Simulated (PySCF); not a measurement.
## Core-level calculation, with input and output: C$_{2}$H$_{9}$NSi$_{2}$

The run: core-level calculation of C$_{2}$H$_{9}$NSi$_{2}$, SMILES C=C[SiH2]N[SiH3]. Method and program: delta-SCF UKS B3LYP, pcX-2 on the ionised atom, pcseg-1 elsewhere, spin-free X2C (PySCF 2.14.0).

Figures and captions count atoms from 1; the log counts them from 0 in places.

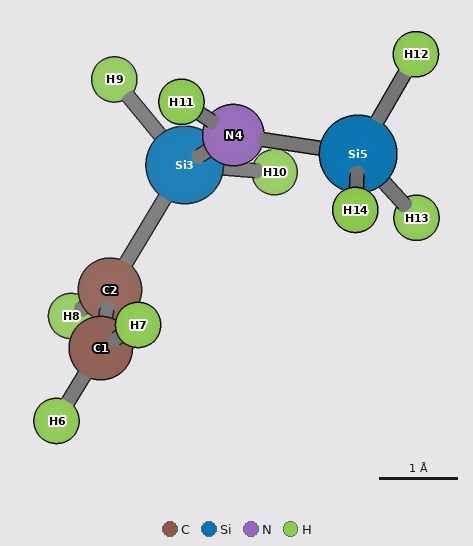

**Figure 1.** The structure as given in the input (ball-and-stick view, seen at a tilt; atoms are numbered from 1 in the order of the input). Bond lengths as drawn: C–C 1.34 Å, C–H 1.10 Å, C–Si 1.87 Å, H–N 1.02 Å, H–Si 1.49 to 1.50 Å and N–Si 1.74 Å.

Results in brief:

| quantity | value |
| --- | --- |
| outcome | converged |
| hardware | 1 CPU thread, shared host |
| wall time | 100 s |
| peak memory | 0.71 GiB |

Input file:
```
{"job": {"kind": "xps", "xc": "B3LYP"}, "charge": 0, "multiplicity": 1}
C     -2.201720    -0.521103     0.181101
C     -1.746600     0.044390    -0.942609
Si    -0.025049     0.764183    -1.071446
N      0.824360     0.655177     0.446558
Si     2.013283    -0.510870     0.948652
H     -3.212427    -0.936256     0.264206
H     -1.568529    -0.593804     1.073669
H     -2.418191     0.096331    -1.810822
H     -0.132746     2.198559    -1.488042
H      0.771281     0.030833    -2.101860
H      0.594132     1.376743     1.125103
H      3.386202     0.072886     1.083382
H      2.049572    -1.586733    -0.084600
H      1.657971    -1.105366     2.276129
```

The first line tells a small driver script what to run in PySCF; the rest is the geometry in Å.

Launched with:
```bash
OMP_NUM_THREADS=1 python <driver script> task.json out
```

Log:
```
ground state, core basis on atom 0 (C), 154 functions
  cycle   1  E = -716.49905002  |g| = 5.07e-01
  cycle   2  E = -716.43631454  |g| = 7.20e-01
  cycle   3  E = -716.55708489  |g| = 8.30e-02
  cycle   4  E = -716.55857249  |g| = 3.32e-02
  cycle   5  E = -716.55885602  |g| = 5.34e-03
  cycle   6  E = -716.55886342  |g| = 2.92e-03
  cycle   7  E = -716.55886393  |g| = 6.14e-04
  cycle   8  E = -716.55886327  |g| = 6.38e-05
  E(ground) = -716.55913285 Eh
hole in C 1s of atom 0
  cycle   1  E = -705.30938705  |g| = 1.51e+00
  cycle   2  E = -703.55063905  |g| = 2.06e+00
[... 9 cycles left out ...]
  E(ion) = -705.88236722 Eh   <S^2> = 0.7727   hole on atom = 1.000   binding energy = 290.530 eV
ground state, core basis on atom 1 (C), 154 functions
[... 5 cycles left out ...]
  E(ground) = -716.55948014 Eh
hole in C 1s of atom 1
[... 11 cycles left out ...]
  E(ion) = -705.89866886 Eh   <S^2> = 0.7751   hole on atom = 1.000   binding energy = 290.095 eV
ground state, core basis on atom 2 (Si), 165 functions
[... 6 cycles left out ...]
  E(ground) = -716.62999549 Eh
hole in Si 1s of atom 2
[... 9 cycles left out ...]
  E(ion) = -648.81463604 Eh   <S^2> = 0.7517   hole on atom = 1.000   binding energy = 1845.350 eV
hole in Si 2p of atom 2
[... 9 cycles left out ...]
  E(ion) = -712.69741796 Eh   <S^2> = 0.7518   hole on atom = 1.002   binding energy = 107.011 eV
  2p3/2 = 106.783 eV   2p1/2 = 107.402 eV
ground state, core basis on atom 3 (N), 154 functions
[... 6 cycles left out ...]
  E(ground) = -716.57234813 Eh
hole in N 1s of atom 3
[... 9 cycles left out ...]
  E(ion) = -701.72396431 Eh   <S^2> = 0.7586   hole on atom = 1.000   binding energy = 404.045 eV
ground state, core basis on atom 4 (Si), 165 functions
[... 6 cycles left out ...]
  E(ground) = -716.62859200 Eh
hole in Si 1s of atom 4
[... 10 cycles left out ...]
  cycle  11  E = -648.80413387  |g| = 1.75e-04
  E(ion) = -648.80432421 Eh   <S^2> = 0.7517   hole on atom = 1.000   binding energy = 1845.592 eV
hole in Si 2p of atom 4
  cycle   1  E = -712.36338085  |g| = 1.22e+00
  cycle   2  E = -712.41201867  |g| = 9.39e-01
  cycle   3  E = -712.67122083  |g| = 1.70e-01
  cycle   4  E = -712.68159511  |g| = 1.03e-01
  cycle   5  E = -712.68607763  |g| = 2.78e-02
  cycle   6  E = -712.68646617  |g| = 4.32e-03
  cycle   7  E = -712.68647390  |g| = 2.07e-03
  cycle   8  E = -712.68647644  |g| = 5.75e-04
  cycle   9  E = -712.68647630  |g| = 2.21e-04
  E(ion) = -712.68666459 Eh   <S^2> = 0.7520   hole on atom = 1.002   binding energy = 107.265 eV
  2p3/2 = 107.043 eV   2p1/2 = 107.662 eV
```

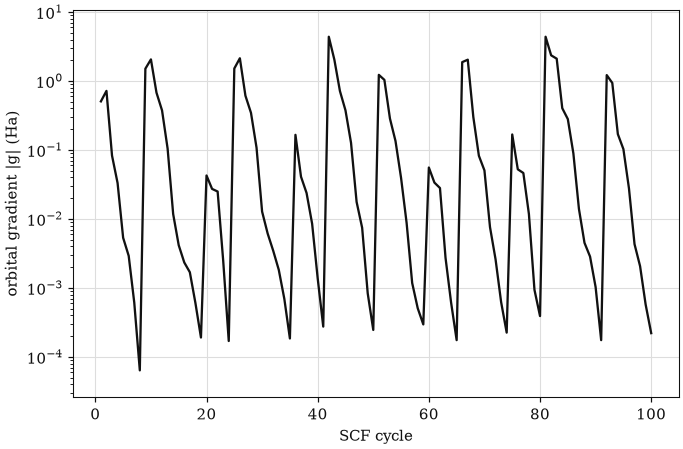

**Figure 2.** Convergence of the self-consistent field: orbital gradient |g| against the SCF cycle. All cycles printed in the log are drawn one after another.

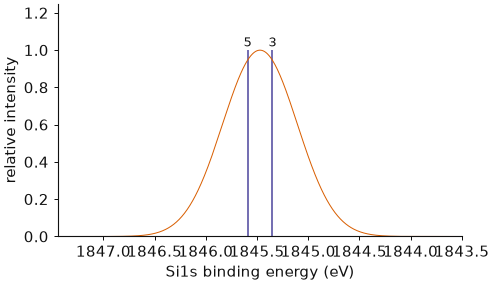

**Figure 3.** Si1s binding energies by ΔSCF of the atoms computed, labelled by atom number, with a Gaussian envelope of 0.8 eV full width. They run from 1845.35 eV (atom 3) to 1845.59 eV (atom 5).
